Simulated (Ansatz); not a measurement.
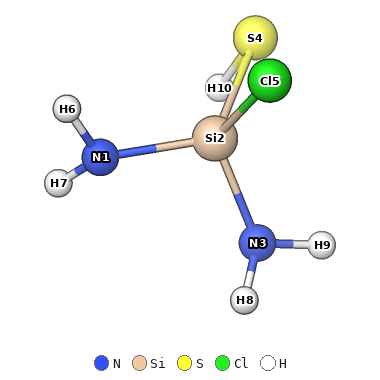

The system is ClH₅N₂SSi, SMILES N[Si](N)(S)Cl; the picture shows the reference structure. The first coordinate is: dihedral N1–Si2–N3–H8; the second: dihedral N1–Si2–S4–H10. Nothing is relaxed (all other coordinates rigid). The scan uses a 10 × 10 grid. Points are written as (first, second). All energies are given in kcal/mol relative to the lowest grid point. The calculation used Ansatz 0.2.0, RKS PBE-D4/def2-SVP.

Its coordinates:

```xyz
10

N    -1.3366    0.7889   -0.3384
Si    0.1810    0.2721    0.3041
N     0.0797   -1.4426    0.4284
S     2.0402    0.7088   -0.7130
Cl    0.3992    1.3864    2.0655
H    -1.5748    1.7808   -0.2655
H    -1.6399    0.4026   -1.2362
H    -0.7476   -1.8546    0.8685
H     0.9274   -1.9709    0.6458
H     1.7546   -0.1228   -1.7560
```

Range: dihedral N1–Si2–N3–H8 from −180 to 144°; dihedral N1–Si2–S4–H10 from −180 to 144°.

Q: What will the energy surface look like?

A: The lowest grid point is at (−36°, −72°). The bottom of the well lies between grid points, at about (−50°, −70°), about 0.36 kcal/mol lower on the interpolated surface. There are further wells near (−36°, 108°) (0.44 kcal/mol above the lowest at that grid point); (144°, 108°) (2.2 kcal/mol above the lowest at that grid point); (144°, −72°) (2.5 kcal/mol above the lowest at that grid point). The highest grid point, (36°, 144°), lies 11.7 kcal/mol above the lowest. On the interpolated surface the easiest way out of the lowest well to the well at about (−45°, 95°) passes a barrier of about 2.8 kcal/mol, counted from the interpolated bottom of the well. Round the minimum the valley is somewhat tilted: raising dihedral N1–Si2–N3–H8 shifts the best value of dihedral N1–Si2–S4–H10 downwards (coupling k₁₂/√(k₁₁k₂₂) about 0.3).

```csv
"dihedral N1–Si2–S4–H10 ↓, dihedral N1–Si2–N3–H8 →",−180,−144,−108,−72,−36,0,36,72,108,144
144,8.4,11.0,7.1,1.7,2.0,7.8,11.7,8.4,3.6,3.7
108,6.3,10.1,7.5,1.7,0.4,5.6,10.7,8.9,3.6,2.2
72,5.1,7.8,6.3,2.0,0.7,4.3,8.4,7.7,4.0,2.5
36,7.2,8.2,5.6,2.6,2.9,6.5,8.8,7.2,4.7,4.8
0,9.4,10.4,6.3,2.4,3.6,8.8,11.1,8.0,4.6,5.7
−36,8.2,10.7,6.8,1.4,1.5,7.4,11.4,8.5,3.8,3.7
−72,6.3,9.6,7.0,1.2,0.0,5.0,9.8,8.4,3.8,2.5
−108,6.9,9.5,8.0,3.3,1.5,5.1,9.0,8.5,5.6,4.5
−144,8.6,9.7,7.4,4.2,3.7,7.0,9.3,7.8,5.5,6.1
−180,9.1,10.2,6.5,2.7,3.5,8.2,10.5,7.6,4.3,5.3
```

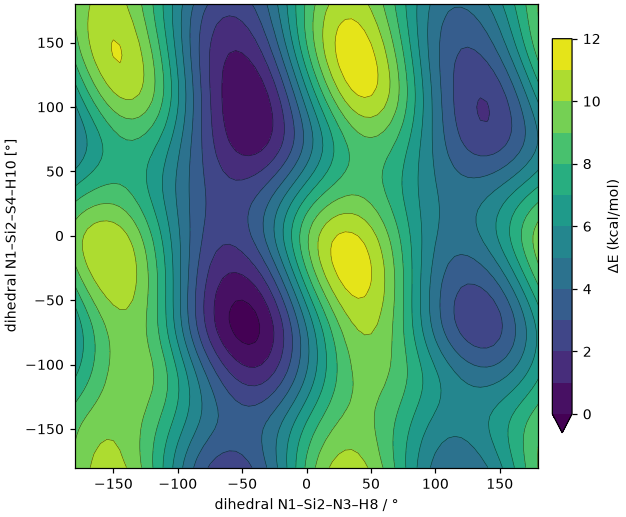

The picture shows filled contours. Between grid points the surface is interpolated.

Time for the 100 points that were run: 9.2 min on 1 thread of Arm Neoverse V2 (shared host).
